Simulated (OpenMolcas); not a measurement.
**singlet InHCl+ at 5 levels**

Aim: a comparison of 5 runs (HF/STO-3G, M06-2X/def2-TZVPP, PBE0/def2-TZVPP, SVWN5/def2-TZVPP, TPSS/def2-TZVPP) of singlet InHCl+. 

The calculation is run with OpenMolcas 26.06.

### Step 1. Starting point

InHCl+ has 3 atoms, charge +1, and is taken as a singlet. As SMILES of the parent species, `[Cl][InH]`. The shape is that of a PBE0-D4/def2-TZVP optimisation. That shape belongs to the parent species and isn't relaxed for this state.

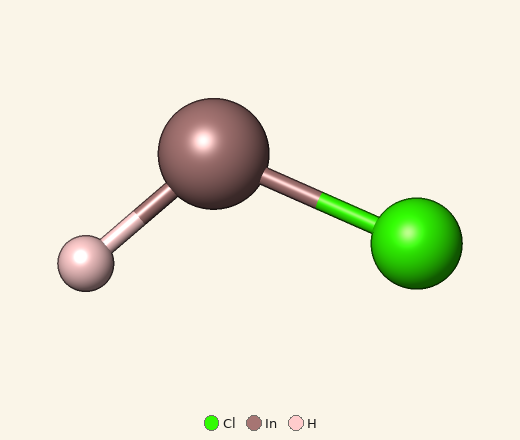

Viewed from a chosen angle; chlorine green, indium brown, hydrogen pink.

### Step 2. A single-point energy at HF/STO-3G (run 1)

Contents of test.inp:

```
>>> EXPORT MOLCAS_PRINT=2
&GATEWAY
BASLIB=$CurrDir
COORD
3
angstrom
Cl      -1.649800       0.396800      -0.867400
In       0.409500       0.542400       0.286100
H        1.229400      -1.003900       0.568100
BASIS=STO-3G
GROUP=NoSym
&SEWARD
&SCF
CHARGE=1
THRESHOLDS=1e-10 1e-07 1e-07 1e-05
PRORBITALS=0
```

The basis set STO-3G is read from a file made from the Basis Set Exchange's data (not shown).

The run is started by

```sh
$ export MOLCAS_MEM=1860
$ pymolcas test.inp > test.log
```

Standard output:

```text
--- Start Module: gateway ---
[...]
--- Stop Module: gateway /rc=_RC_ALL_IS_WELL_ ---
--- Start Module: seward ---
[...]
      Basis functions           37
--- Stop Module: seward /rc=_RC_ALL_IS_WELL_ ---
--- Start Module: scf ---
[...]
       Convergence after  13 Iterations
[...]
::    Total SCF energy                              -6137.8769598118
[...]
      Total spin, S                                     0.0000000000
[...]
      Total electronic charge=   66.000000
      Total            charge=    1.000000
[...]
      Dipole Moment (debye):
      Origin of the operator (angstrom)=   -0.0623    0.4983    0.0206
                   X=  4.9880E+00               Y=  2.8672E+00               Z=  3.0718E+00           Total=  6.5221E+00
      Center of Charge (angstrom)
[...]
--- Stop Module: scf /rc=_RC_ALL_IS_WELL_ ---
[...]
```

Run time: 1.6 s. Hardware: 1 thread of Arm Neoverse V2, shared host; peak memory 0.37 GiB.

### Step 3. The energy at M06-2X/def2-TZVPP (core potential) (run 2)

Contents of run.inp:

```
* ClHIn Kohn-Sham DFT

&GATEWAY
  BasLib = $CurrDir
  Coord
  3
  angstrom
  Cl      -1.649800       0.396800      -0.867400
  In       0.409500       0.542400       0.286100
  H        1.229400      -1.003900       0.568100
  Basis = def2-TZVPP
  Group = NoSym

&SEWARD
  GridInput
  Grid=UltraFine
  End of Grid

&SCF
  Charge = 1
  KSDFT = M062X
  Thresholds = 1e-10 1e-07 1e-07 1e-05
  PrOrbitals = 1 2
```

The basis set def2-TZVPP is read from a file made from the Basis Set Exchange's data (not shown).

The run is started by

```sh
$ export MOLCAS_MEM=1860
$ pymolcas run.inp > run.log
```

Standard output:

```text
--- Start Module: gateway ---
[...]
--- Stop Module: gateway /rc=_RC_ALL_IS_WELL_ ---
--- Start Module: seward ---
[...]
      Basis functions          106
--- Stop Module: seward /rc=_RC_ALL_IS_WELL_ ---
[...]
--- Start Module: scf ---
[...]
       Convergence after  19 Iterations
[...]
::    Total KS-DFT energy                            -650.5684549455
[...]
      Total spin, S                                     0.0000000000
[...]
      Total electronic charge=   38.000000
      Total            charge=    1.000000
[...]
      Dipole Moment (debye):
      Origin of the operator (angstrom)=   -0.0623    0.4983    0.0206
                   X=  3.6373E+00               Y=  9.6194E-01               Z=  2.1153E+00           Total=  4.3162E+00
      Center of Charge (angstrom)
[...]
--- Stop Module: scf /rc=_RC_ALL_IS_WELL_ ---
[...]
```

It took 31 s on 1 thread of Arm Neoverse V2, shared host; peak memory 0.61 GiB.

### Step 4. A single-point energy at PBE0/def2-TZVPP (core potential) (run 3)

Contents of struct.xyz:

```xyz
3

Cl    -1.649800     0.396800    -0.867400
In     0.409500     0.542400     0.286100
H      1.229400    -1.003900     0.568100
```

Contents of mol.input:

```
* ClHIn Kohn-Sham DFT
>>> EXPORT MOLCAS_PRINT=2

&GATEWAY
 BasLib
 $CurrDir
 Coord
 struct.xyz
 Basis
 def2-TZVPP
 Group
 NoSym

&SEWARD
 GridInput
 Grid=UltraFine
 End of Grid

&SCF
 Charge
 1
 KSDFT
 PBE0
 Thresholds
 1e-10 1e-07 1e-07 1e-05
 PrOrbitals
 0
```

The basis set def2-TZVPP is read from a file made from the Basis Set Exchange's data (not shown).

The run is started by

```sh
$ export MOLCAS_MEM=1860
$ pymolcas mol.input > mol.log
```

Standard output:

```text
--- Start Module: gateway ---
[...]
--- Stop Module: gateway /rc=_RC_ALL_IS_WELL_ ---
--- Start Module: seward ---
[...]
      Basis functions          106
--- Stop Module: seward /rc=_RC_ALL_IS_WELL_ ---
[...]
--- Start Module: scf ---
[...]
       Convergence after  19 Iterations
[...]
::    Total KS-DFT energy                            -650.5020944298
[...]
      Total spin, S                                     0.0000000000
[...]
      Total electronic charge=   38.000000
      Total            charge=    1.000000
[...]
      Dipole Moment (debye):
      Origin of the operator (angstrom)=   -0.0623    0.4983    0.0206
                   X=  3.4356E+00               Y=  8.1717E-01               Z=  1.9879E+00           Total=  4.0525E+00
      Center of Charge (angstrom)
[...]
--- Stop Module: scf /rc=_RC_ALL_IS_WELL_ ---
[...]
```

Wall time 23 s (1 thread of Arm Neoverse V2, shared host); peak memory 0.61 GiB.

Run 4 isn't shown in full; the table further down has it.

### Step 5. The energy at TPSS/def2-TZVPP (core potential) (run 5)

Contents of input.xyz:

```xyz
3

Cl    -1.649800     0.396800    -0.867400
In     0.409500     0.542400     0.286100
H      1.229400    -1.003900     0.568100
```

Contents of run.input:

```
&GATEWAY
  BasLib = $CurrDir
  Coord = input.xyz
  Basis = def2-TZVPP
  Group = NoSym

&SEWARD
  GridInput
  Grid=UltraFine
  End of Grid

&SCF
  Charge = 1
  KSDFT = 2
  1.0 MGGA_X_TPSS
  1.0 MGGA_C_TPSS
  Thresholds = 1e-10 1e-07 1e-07 1e-05
  PrOrbitals = 1 2
```

The basis set def2-TZVPP is read from a file made from the Basis Set Exchange's data (not shown).

The run is started by

```sh
$ export MOLCAS_MEM=1860
$ pymolcas run.input > run.log
```

Standard output:

```text
--- Start Module: gateway ---
[...]
--- Stop Module: gateway /rc=_RC_ALL_IS_WELL_ ---
--- Start Module: seward ---
[...]
      Basis functions          106
--- Stop Module: seward /rc=_RC_ALL_IS_WELL_ ---
[...]
--- Start Module: scf ---
[...]
       Convergence after  21 Iterations
[...]
::    Total KS-DFT energy                            -650.6044808306
[...]
      Total spin, S                                     0.0000000000
[...]
      Total electronic charge=   38.000000
      Total            charge=    1.000000
[...]
      Dipole Moment (debye):
      Origin of the operator (angstrom)=   -0.0623    0.4983    0.0206
                   X=  3.1480E+00               Y=  7.5091E-01               Z=  1.8217E+00           Total=  3.7138E+00
      Center of Charge (angstrom)
[...]
--- Stop Module: scf /rc=_RC_ALL_IS_WELL_ ---
[...]
```

Wall time 33 s (1 thread of Arm Neoverse V2, shared host); peak memory 0.61 GiB.

### Step 6. All runs side by side

```csv
run,level,integration grid,energy (Eh),HOMO energy (eV),LUMO energy (eV),HOMO–LUMO gap (eV),wall time
1,HF/STO-3G,–,-6137.876960,-15.42,-5.08,10.34,1.6 s
2,M06-2X/def2-TZVPP (core potential),UltraFine,-650.568455,-15.73,-9.88,5.85,31 s
3,PBE0/def2-TZVPP (core potential),UltraFine,-650.502094,-14.47,-10.58,3.88,23 s
4,SVWN5/def2-TZVPP (core potential),UltraFine,-648.848528,-13.43,-11.57,1.86,22 s
5,TPSS/def2-TZVPP (core potential),UltraFine,-650.604481,-13.29,-11.25,2.05,33 s
```

### Step 7. What came out

| quantity | value |
| --- | --- |
| run 5: total energy | -650.60448 Eh |
| run 5: HOMO energy | -13.29 eV |
| run 5: LUMO energy | -11.25 eV |
| run 5: HOMO–LUMO gap | 2.05 eV |

**Reading.** The HOMO–LUMO gap runs from 1.86 eV (SVWN5/def2-TZVPP) to 10.34 eV (HF/STO-3G). The two ends differ in method and basis and core potential. Totals of different functionals can't be ranked against each other. Some runs of one species differ in core potentials or relativity; totals across that change don't compare. In run 1 the basis is minimal, so the values are rough. In run 1 relativity is left out where basis or elements ask for it. All runs together took 1.9 min, the longest 33 s.
